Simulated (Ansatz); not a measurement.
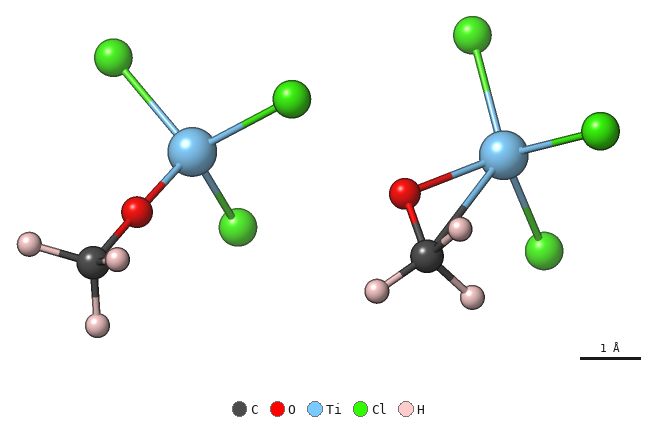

Two geometries of CH₃Cl₃OTi (coarse preliminary run), drawn at one scale. One is the start of a relaxation, the other its converged end. A ball-and-stick model, seen from a free direction.

Level of theory: RKS PBE-D4/def2-SVP in Ansatz 0.2.0. Settings: force threshold 0.03 eV/Å; at most 200 steps.

### Which one is relaxed?

The left one is the relaxed one. The start comes from a force field. The O atom moves most after the best rigid fit: 1.05 Å. By element the largest moves are O 1.05 Å, H 0.96 Å, Cl 0.77 Å, Ti 0.30 Å, C 0.16 Å. Near-neighbour distances that change, for instance: H–Ti 2.690 → 3.645 Å, C–Ti 2.754 → 3.129 Å, O–Ti 1.992 → 1.732 Å, Cl–Ti 2.352 → 2.197 Å. Bond angles that change, for instance: C–O–Ti 107.5° → 178.3°, H–C–H 113.9° → 108.9°, O–C–H 106.8° → 109.9°. Over 14 accepted moves (15 points after the start) the energy falls by 1.284 eV. Largest force component: 3.1 eV/Å at the start, 0.02 eV/Å at the end. The line search rejected the trial step at point 7 of the run. The forces were under the threshold at step 8, but the run went on from there.
